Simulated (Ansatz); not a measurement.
# Formation energy and levels of the antisite K_Be in KLuBeF6 (P2_1/m)

Aim: at which Fermi levels does K_Be in KLuBeF6 (P2_1/m) change its charge? The model is a cell of 72 host atoms with 1 Be taken out and 1 K put in.

Method: place-levels on PBEsol runs: charge-transition levels and formation energies with image-charge correction and potential alignment at the atomic sites, in Ansatz 0.2.0.

**1. Set-up**

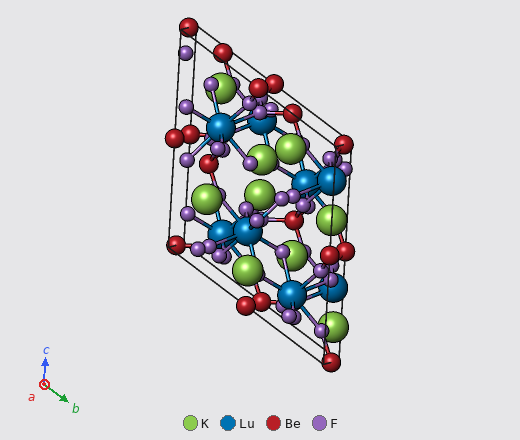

The cell as given, slightly off an axis (potassium green, lutetium blue, beryllium red, fluorine purple). Bonds to atoms that aren't drawn are left out. Some periodic images of atoms are drawn too.

The cell holds 72 atoms: 9 K, 8 Lu, 7 Be and 48 F. Cell: a = 12.445 Å, b = 9.289 Å, c = 12.445 Å, α = 110.7°, β = 125.4°, γ = 102.2°. It derives from KLuBeF6 (space group P2_1/m). Nearest the centre at fractional (0.394, 0.654, 0.509): K22 at 0.00 Å, F46 at 1.53 Å, F30 at 1.56 Å, F34 at 1.56 Å, F70 at 1.56 Å, F28 at 3.22 Å, F38 at 3.22 Å, K4 at 3.31 Å.

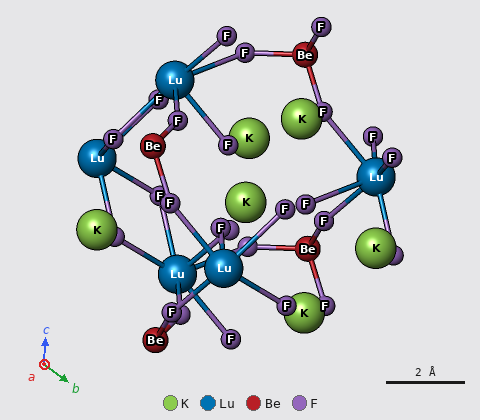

The atoms within 5 Å of the centre.

The host's dielectric constants go in as inputs: (2.22, 2.28, 2.23) for the electrons alone, principal values (7.38, 8.19, 8.59) with the ions, from a response run on this crystal (DFPT, PBEsol) at that run's own cell.

The cell's shortest repeat is 9.3 Å.

**2. What was run first**

A transition level is the Fermi level at which two charge states cost the same, so each charge needs its own total energy, at its own relaxed structure.

Each atom starts 0.05 Å or so off its site in a random direction: a symmetric start keeps its symmetry, and would miss off-centre moves and Jahn–Teller distortions. Forces are taken at one point at (¼, ¼, ¼). The cell holds 1 electron more than the neutral one, with a uniform background that keeps it neutral on the whole.

The sampling was tested on the host first: at the k-points planned (1x1x1 shifted 0.25 0.25 0.25) its energy lies 0.000 eV an atom from the dense-mesh value, under the bound of 0.02 eV set for this test; that bounds the host's error, not the defect's.

One state's input; the others differ in charge, spin, start and seed, and in occupations where the table says so.

File qm1.relax/input.yaml:

```yaml
crystal:
  lattice:
    - [-9.03303097, 5.70833172, 6.38007801]
    - [3.5995583, -5.70833172, 6.38332365]
    - [9.03303097, 5.70833172, -6.38007801]
  atoms:
    - { symbol: K, position: [0.27262887, 0.36309454, 0.84046567] }
    - { symbol: K, position: [0.27262887, 0.86309454, 0.34046567] }
[... 1 atom line left out ...]
    - { symbol: K, position: [0.77262887, 0.86309454, 0.84046567] }
[... 1 atom line left out ...]
    - { symbol: K, position: [0.22737113, 0.63690546, 0.65953433] }
[... 2 atom lines left out ...]
    - { symbol: Lu, position: [0.4641028, 0.39469752, 0.68059472] }
[... 1 atom line left out ...]
    - { symbol: Lu, position: [0.9641028, 0.39469752, 0.18059472] }
[... 3 atom lines left out ...]
    - { symbol: Lu, position: [0.5358972, 0.10530248, 0.81940528] }
    - { symbol: Lu, position: [0.5358972, 0.60530248, 0.31940528] }
[... 5 atom lines left out ...]
    - { symbol: Be, position: [0.39417261, 0.65361795, 0.50944534] }
[... 5 atom lines left out ...]
    - { symbol: F, position: [0.56323747, 0.9130758, 0.88105973] }
[... 1 atom line left out ...]
    - { symbol: F, position: [0.43676253, 0.5869242, 0.61894027] }
[... 3 atom lines left out ...]
    - { symbol: F, position: [0.21798393, 0.5869242, 0.40016168] }
[... 3 atom lines left out ...]
    - { symbol: F, position: [0.28201607, 0.9130758, 0.59983832] }
[... 2 atom lines left out ...]
    - { symbol: F, position: [0.07760853, 0.42376658, 0.09615804] }
[... 1 atom line left out ...]
    - { symbol: F, position: [0.57760853, 0.42376658, 0.59615804] }
[... 2 atom lines left out ...]
    - { symbol: F, position: [0.42239147, 0.57623342, 0.40384196] }
[... 2 atom lines left out ...]
    - { symbol: F, position: [0.26852945, 0.1787444, 0.41190196] }
[... 6 atom lines left out ...]
    - { symbol: F, position: [0.73147055, 0.8212556, 0.58809804] }
[... 1 atom line left out ...]
    - { symbol: F, position: [0.48315757, 0.8212556, 0.33978505] }
[... 2 atom lines left out ...]
    - { symbol: F, position: [0.01684243, 0.1787444, 0.16021495] }
[... 8 atom lines left out ...]
    - { symbol: F, position: [0.49641824, 0.8677335, 0.62131526] }
[... 1 atom line left out ...]
    - { symbol: F, position: [0.99641824, 0.8677335, 0.12131526] }
  supercell: [1, 1, 1]
  defects: [{ substitution: { at: 21, symbol: K } }]
total_charge: -1
basis:
  ecutwfc: 420
  xc_grid: 2
hamiltonian:
  xc: pbesol
kpoints:
  mp_grid: { grid: [1, 1, 1], shift: [0.25, 0.25, 0.25] }
scf:
  occupations: { method: fixed }
  max_iter: 100
output:
  forces: true
  charged_corrections:
    epsilon: [2.22, 2.28, 2.23]
    static_epsilon: [[7.77, 0.0, 0.57], [0.0, 8.19, 0.0], [0.57, 0.0, 8.2]]
relax:
  f_tol: 0.02
  max_steps: 80
  random_displacement: { amplitude: 0.05, seed: 447 }
checkpoint:
  write: "../qm1.relax.run"
  compress: false
  write_wavefunctions: true
  write_every: 100000
```

On the command line:

```sh
$ ansatz run input.yaml --threads 4 --pin off --max-ram 7536MiB --backend cpu --events-out ev --progress --plain --runs-dir out
```

Defect states can disperse in a cell of this size, so the energy is taken again at a 2×2×2 shifted mesh, on the relaxed structure.

The run of this state that the levels use, under PBEsol:

File qm1.point/input.yaml:

```yaml
crystal:
  checkpoint: "../qm1.relax.run"
  host: checkpoint
total_charge: -1
basis:
  ecutwfc: 420
  xc_grid: 2
hamiltonian:
  xc: pbesol
kpoints:
  mp_grid: { grid: [2, 2, 2], shift: [0.5, 0.5, 0.5] }
scf:
  occupations: { method: fermi_dirac, width: 0.01 }
  max_iter: 100
output:
  forces: true
  eigenvalues: true
  charged_corrections:
    epsilon: [2.22, 2.28, 2.23]
    static_epsilon: [[7.77, 0.0, 0.57], [0.0, 8.19, 0.0], [0.57, 0.0, 8.2]]
    defect_position: [0.394173, 0.653618, 0.509445]
  eigenstates: { localisation: true }
  populations: true
  band_densities: [{ bands: [v1, v1] }, { bands: [c1, c1] }]
  write_density: true
  write_potential: true
  volumetric_format: npy
  elf: true
checkpoint:
  read: "../qm1.relax.run"
  write: "../qm1.point.run"
  compress: false
  write_wavefunctions: false
  write_every: 100000
```

Relaxations under PBEsol at one point at (¼, ¼, ¼); times on 4 threads of Intel Xeon 6975P-C (Granite Rapids), shared host:

| charge | moment (μB) | occupations | outcome | steps | largest displacement against the far atoms (Å) | time |
| --- | --- | --- | --- | --- | --- | --- |
| −1 | 0 | fixed | converged | 13 | 1.80 | 2.4 min |
| 0 | 1 | fixed | converged | 15 | 1.46 | 9.3 min |

Single points under PBEsol at a 2×2×2 shifted mesh; times on 4 threads of Intel Xeon 6975P-C (Granite Rapids), shared host:

| charge | moment (μB) | occupations | outcome | time |
| --- | --- | --- | --- | --- |
| −1 | 0 | fermi-dirac | converged | 75 s |
| 0 | 1 | fermi-dirac | converged | 3.9 min |

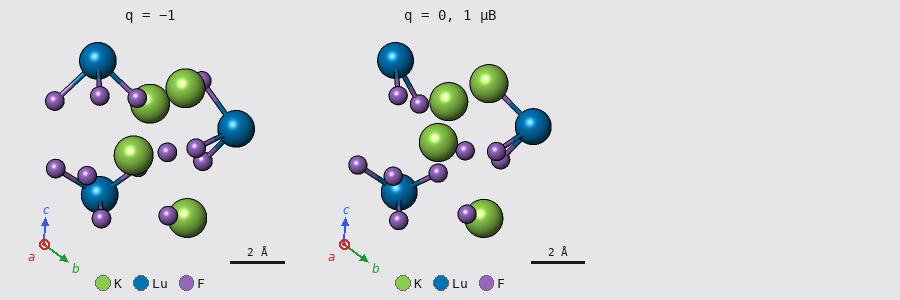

The structures near the centre after relaxation with PBEsol, by charge.

Distances (Å) from K22 to the nearest atoms after relaxation with PBEsol:

| charge | moment (μB) | 1. | 2. | 3. | 4. | 5. | 6. |
| --- | --- | --- | --- | --- | --- | --- | --- |
| −1 | 0 | F 2.33 | F 2.33 | F 2.35 | F 2.40 | F 2.89 | F 2.89 |
| 0 | 1 | F 2.33 | F 2.33 | F 2.35 | F 2.45 | F 2.60 | F 2.74 |

**3. Levels against the band edges, PBEsol**

A charged cell interacts with its images and the background, and its potential has another zero than the host's. place-levels removes the first by a point-charge model, screened by the static dielectric constant since the ions have relaxed around the charge, and the second by comparing potentials at atoms far from the defect.

The host is a run of the defect-free crystal in the same cutoffs, grids and k-points, so that basis and sampling errors cancel in part in the differences. Its band edges come from a run of the primitive cell that searches the zone for them. Chemical potentials are energies per atom of Be (hcp) and K (bcc), run with the same functional and cutoff.

File levels.point.yaml:

```yaml
host:
  run: host.point.run
  levels_from: { run: edges.point.run }
states: [qm1.point.run, q0_M1.point.run]
geometry_from:
  qm1.point.run: qm1.relax.run
  q0_M1.point.run: q0_M1.relax.run
  host.point.run: host.relax.run
chemical_potentials:
  Be:
    energy: -90.352386
    dataset: <sha256 of the dataset>
  K:
    energy: -1516.029766
    dataset: <sha256 of the dataset>
epsilon: [2.22, 2.28, 2.23]
static_epsilon:
  - [7.77, 0.0, 0.57]
  - [0.0, 8.19, 0.0]
  - [0.57, 0.0, 8.2]
vertical:
  - { from: qm1.point.run, to: qm1.point_neutral.run }
```

On the command line:

```sh
$ ansatz place-levels levels.point.yaml -- --threads 4 --pin off --max-ram 7536MiB
```

Numbers of over 12 decimals in the logs are rounded to 6 here.

The program printed:

```text
[... repeated set-up lines and file paths are left out, and long positions are rounded to six places ...]
(0/-1) 0.426 eV above the valence edge, 6.665 eV under the conduction edge
formation energy of charge 0: +6.631 eV with the Fermi level at the valence edge
formation energy of charge -1: +7.056 eV with the Fermi level at the valence edge
vertical -1 to 0: no energy, since no alignment is typed
  the change from vertical[0].from (qm1.point.run) to vertical[0].to (qm1.point_neutral.run): by its potential at epsilon [2.22, 2.28, 2.23] it stands at 0.439 0.482 0.476, with an rms radius of about 3.8 Å (2.1 1.6 2.7 Å across the planes of the cell's [...]
  edges by pbesol of host.levels_from (edges.point.run), its mesh sampled to repeats of 28.54 Å (the valence edge +0.001 eV and the conduction edge -0.382 eV from those of the host's own run), gap 7.091 eV; the host is sampled to repeats of 22.83 Å
  the defect's cells are sampled to repeats of 22.83 Å, like sampling
  charge 0: +0.000 eV for its dipole among its images, +0.000 omitted
  states[1] (q0_M1.point.run): levels filled in part (TS 0.005 eV): its energy is of no whole electron's
  charge -1: -169701.7472 eV with its correction of +0.042 eV, at epsilon [[7.77, 0, 0.57], [0, 8.19, 0], [0.57, 0, 8.2]], aligned at sites: +0.2149 eV, mean over 35 atomic sites at or beyond 4.64 Å from the defect at [0.3942, 0.6536, 0.5094], with +0.000000 [...]
  of states[0] (qm1.point.run): it parts from the run at its places by a charge that spreads by about 2.7 Å along one vector (1.4 Å or more is wide), by its potential at epsilon [2.22, 2.28, 2.23], taken for that of held ions (one typed too small widens it), [...]
  of vertical[0].from (qm1.point.run): it parts from the run at its places by a charge that spreads by about 2.7 Å along one vector (1.4 Å or more is wide), by its potential at epsilon [2.22, 2.28, 2.23], taken for that of held ions (one typed too small [...]
  vertical[0].to (qm1.point_neutral.run): levels filled in part (TS 0.016 eV): its energy is of no whole electron's
```

It took 0.23 s on 4 threads of Intel Xeon 6975P-C (Granite Rapids), shared host.

Under PBEsol the gap is 7.09 eV, (0/−1) 0.43 eV.

Levels between the charges placed, in eV above the valence top:

|  | gap (eV) | (0/−1) |
| --- | --- | --- |
| PBEsol | 7.09 | 0.43 |

Corrections by state:

```csv
charge,moment (μB),image terms and alignment (eV),band filling (eV),ε used,"over the lowest of its charge, as the program ranks them, band filling apart (eV)"
0,1.0,0.000,-,-,0.000
−1,0.0,0.042,-,"principal values (7.38, 8.19, 8.59)",0.000
```

The charged structures listed were also run neutral, and place-levels reads from each pair, by the potential or the spins, how wide the charge is by which they differ; that can be the carrier of either run.

```csv
charge,rms radius (Å),spread where it is widest against the cell (Å),wide from (Å),reading
−1,3.8,2.66,1.41,wide
```

The neutral runs of these pairs need not share the spin of the lowest neutral state, and very wide values only mean spread over the cell.

From the program's caveats on the states, each cut to its opening words:

- charge −1: it parts from the run at its places by a charge that spreads by about 2.7 Å along one vector (1.4 Å or more is wide), by its potential at epsilon [2.22, 2.28, [...]
- charge −1: its alignment with the host at atomic sites is doubtful: the mean over the far sites moves by +0.0662 eV from their farther parts to their nearer, more than [...]

Chemical potentials of the elements' reference phases, run alike. Formation energies (elemental references), with the Fermi level at the valence top and at the conduction bottom (gap 7.09 eV):

| charge | at valence top (eV) | at conduction bottom (eV) | correction included (eV) |
| --- | --- | --- | --- |
| 0 | 6.63 | 6.63 | 0.00 |
| −1 | 7.06 | -0.03 | 0.04 |

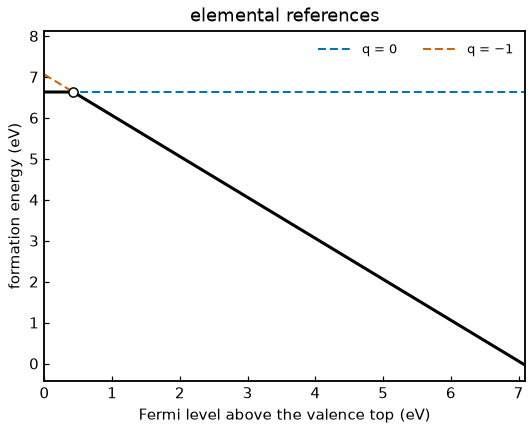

Formation energy against Fermi level; the thick line follows the lowest charge state and circles mark the transition levels.

**4. The same at the relaxations' own k-points**

The relaxations' own energies give the levels at their sampling, for comparison.

File levels.relax_mesh.yaml:

```yaml
host:
  run: host.relax.run
  levels_from: { run: edges.relax.run }
states: [qm1.relax.run, q0_M1.relax.run]
chemical_potentials:
  Be:
    energy: -90.352386
    dataset: <sha256 of the dataset>
  K:
    energy: -1516.029766
    dataset: <sha256 of the dataset>
```

On the command line:

```sh
$ ansatz place-levels levels.relax_mesh.yaml -- --threads 4 --pin off --max-ram 7536MiB
```

The program printed:

```text
(0/-1) 0.420 eV above the valence edge, 6.670 eV under the conduction edge
formation energy of charge 0: +6.636 eV with the Fermi level at the valence edge
formation energy of charge -1: +7.057 eV with the Fermi level at the valence edge
  edges by pbesol of host.levels_from (edges.relax.run), its mesh sampled to repeats of 28.54 Å (the valence edge +0.068 eV and the conduction edge -0.866 eV from those of the host's own run), gap 7.091 eV; the host is sampled to repeats of 14.66 Å
[... the lines on each state left out ...]
```

Wall time 0.1 s (4 threads).

Levels between neighbouring charges, in eV above the valence top:

```csv
,gap (eV),(0/−1)
"one point at (¼, ¼, ¼)",7.09,0.42
a 2×2×2 shifted mesh,7.09,0.43
```

Going from one point at (¼, ¼, ¼) to a 2×2×2 shifted mesh moves the levels that carry no band-filling term by up to 0.01 eV and formation energies against the elements by up to 0.01 eV.

**5. place-levels, r2SCAN**

r2SCAN on the same structure is run to see how far the result rests on the functional, though not on the errors that semilocal functionals share; the sampling changes too, to one point at (¼, ¼, ¼), so differences hold both changes.

qm1.r2scan/input.yaml, as its differences from qm1.point/input.yaml of step 2:

```diff
@@ -5,8 +5,8 @@
 basis:
-  ecutwfc: 420
+  ecutwfc: 500
   xc_grid: 2
 hamiltonian:
-  xc: pbesol
+  xc: r2scan
 kpoints:
-  mp_grid: { grid: [2, 2, 2], shift: [0.5, 0.5, 0.5] }
+  mp_grid: { grid: [1, 1, 1], shift: [0.25, 0.25, 0.25] }
 scf:
@@ -29,4 +29,3 @@
 checkpoint:
-  read: "../qm1.relax.run"
-  write: "../qm1.point.run"
+  write: "../qm1.r2scan.run"
   compress: false
```

Run time: 30 s. Hardware: 4 threads; peak memory 2.9 GiB; 1.8 min of CPU time.

File levels.r2scan.yaml:

```yaml
host:
  run: host.r2scan.run
  levels_from: { run: edges.r2scan.run }
states: [qm1.r2scan.run, q0_M1.r2scan.run]
geometry_from:
  qm1.r2scan.run: qm1.relax.run
  q0_M1.r2scan.run: q0_M1.relax.run
  host.r2scan.run: host.relax.run
chemical_potentials:
  Be:
    energy: -93.339207
    dataset: <sha256 of the dataset>
  K:
    energy: -1542.480493
    dataset: <sha256 of the dataset>
```

On the command line:

```sh
$ ansatz place-levels levels.r2scan.yaml -- --threads 4 --pin off --max-ram 7536MiB
```

The program printed:

```text
(0/-1) 0.266 eV above the valence edge, 7.509 eV under the conduction edge
formation energy of charge 0: +7.238 eV with the Fermi level at the valence edge
formation energy of charge -1: +7.504 eV with the Fermi level at the valence edge
  edges by r2scan of host.levels_from (edges.r2scan.run), its mesh sampled to repeats of 28.54 Å (the valence edge +0.055 eV and the conduction edge -0.807 eV from those of the host's own run), gap 7.775 eV; the host is sampled to repeats of 14.66 Å
[... the lines on each state left out ...]
```

Wall time 0.15 s (4 threads).

Under r2SCAN the gap is 7.77 eV, (0/−1) 0.27 eV.

**6. Another choice**

The levels are placed again with one choice changed, to see how much they rest on it.

levels.try0.yaml is levels.point.yaml with these lines changed:

```diff
-epsilon: [2.22, 2.28, 2.23]
-static_epsilon:
-  - [7.77, 0.0, 0.57]
-  - [0.0, 8.19, 0.0]
-  - [0.57, 0.0, 8.2]
+epsilon: 500.0
+static_epsilon: 500.0
```

On the command line:

```sh
$ ansatz place-levels levels.try0.yaml -- --threads 4 --pin off --max-ram 7536MiB
```

The program printed:

```text
(0/-1) 0.276 eV above the valence edge, 6.815 eV under the conduction edge
formation energy of charge 0: +6.631 eV with the Fermi level at the valence edge
formation energy of charge -1: +6.906 eV with the Fermi level at the valence edge
vertical -1 to 0: no energy, since no alignment is typed
[...]
[... the lines on each state left out ...]
```

The change: a very large dielectric constant, which removes the point-charge term and changes the alignment.

Levels in eV above the valence top; the changed ones are not the defect's:

```
           gap (eV)  (0/−1)
  changed      7.09    0.28
as set up      7.09    0.43
```

The largest shift is 0.15 eV.

**7. Side by side**

Levels between neighbouring charges, in eV above each run's own valence top:

|  | gap (eV) | (0/−1) | CPU time a state at this stage (restarts are quicker than cold starts) |
| --- | --- | --- | --- |
| PBEsol, 2×2×2 shifted mesh | 7.09 | 0.43 | 10 min |
| r2SCAN on PBEsol structures, (¼, ¼, ¼) | 7.77 | 0.27 | 6.3 min |

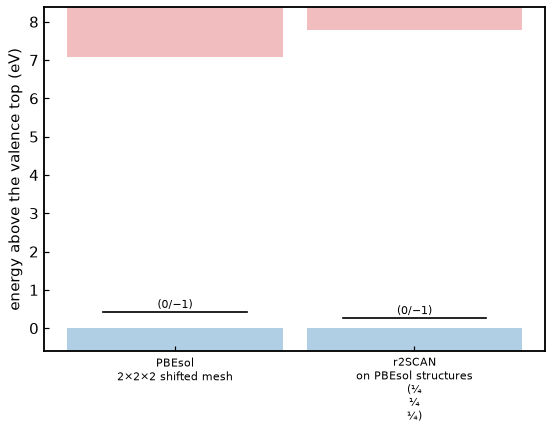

Levels between stable charges at each rung, each against its own band edges (shaded).

**8. Results**

```
gap of the host                                                             : 7.09 eV (PBEsol)
level (0/minus 1)                                                           : 0.43 eV above the valence top
lowest of the charges placed, just above the valence top (0.02 eV)          : 0
lowest of the charges placed, just below the conduction bottom (0.02 eV)    : −1
lowest formation energy at mid-gap of the charges run, elemental references : 3.51 eV
```

What this shows: Of the charges placed (−1 and 0), the lowest changes at 0.43 eV (0/−1) above the valence top, in a gap of 7.09 eV. Charges above 0 and below −1 were not placed, so these runs say nothing of levels that involve them. States placed: 0 at 1 μB; −1 at 0 μB. Other spin states or structures, where not listed, weren't placed. At charge −1 and 0 the atom put in ends up to 0.9 Å from its starting place, so the name tells the start alone and the levels can join different sites. Going from one point at (¼, ¼, ¼) to a 2×2×2 shifted mesh moves the levels that carry no band-filling term by up to 0.01 eV and formation energies against the elements by up to 0.01 eV. The program doubts the alignment of potentials for at least one state, a sign that the cell is small. What this leaves open: PBEsol makes the gap too small and tends to spread out bound carriers; where a gas molecule sets a chemical potential or the host's formation energy, its binding is uncorrected; spin–orbit coupling, which can matter with heavy atoms, is left out.

[Logs are printed without paths, hosts, clocks, repeated set-up lines and the standing remarks that a program may print on its own settings, such as how far it seeks lower states.]

[Hosts, paths, dates, database ids (printed as entryN), source tags and the programs' standing remarks are cut or masked in the printed files.]

[Where a table of states has a column of steps, it counts the stored structures, which are thinned; the runs took as many ionic steps or more.]

[A defect's name tells the site on which it was built; relaxed atoms can leave that site.]

[For some hosts the program warned that the k-mesh of the response run may be too coarse for force constants and the static dielectric constant; such warnings are not shown here.]
